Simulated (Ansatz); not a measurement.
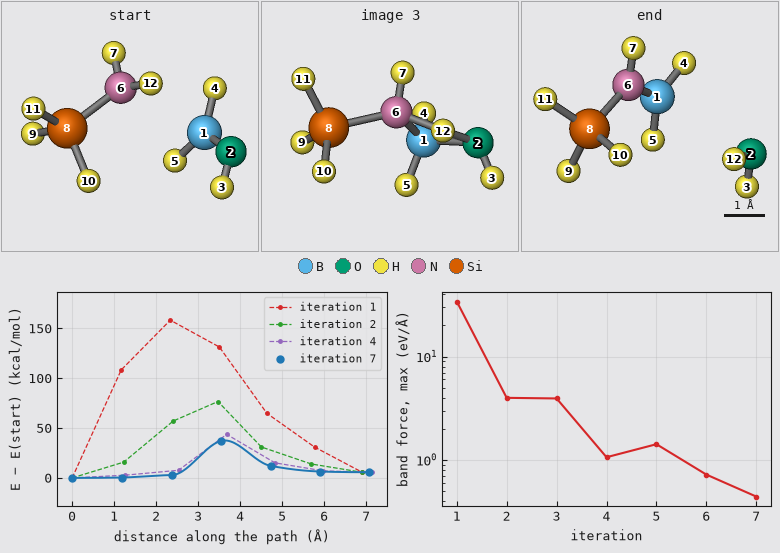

NEB run on BSiNH8O, made up at the start of BH3O and SiNH5. Images are numbered from 0 (start) to 6 (end). The plot follows the band through its iterations. Style: ball-and-stick. Shown at a tilt.

The calculation used Ansatz, RHF/6-31G*. Set-up: 5 movable images; climbing image; force threshold 0.5 eV/Å; iteration limit 60; starting path through a guess of the saddle point.

**Judge this run.**

The run met only a loose threshold, so the barrier can't be trusted yet. The band converged in 7 iterations. The largest component of the band force went from 34 to 0.44 eV/Å. The climbing image converged on the top of the path. Its curvatures weren't checked. The force threshold is so loose that the height of the top is at best an upper bound. The first iteration put the highest image at 158.3 kcal/mol. The energy climbs by 37.2 kcal/mol to image 3 and then falls by 31.5 kcal/mol, so the end point sits at +5.7 kcal/mol.

Limits of the set-up: the start holds two separate molecules, 2.9 Å apart at their closest, whose relative position is a soft coordinate and is computed without a dispersion correction; Hartree-Fock leaves out electron correlation.
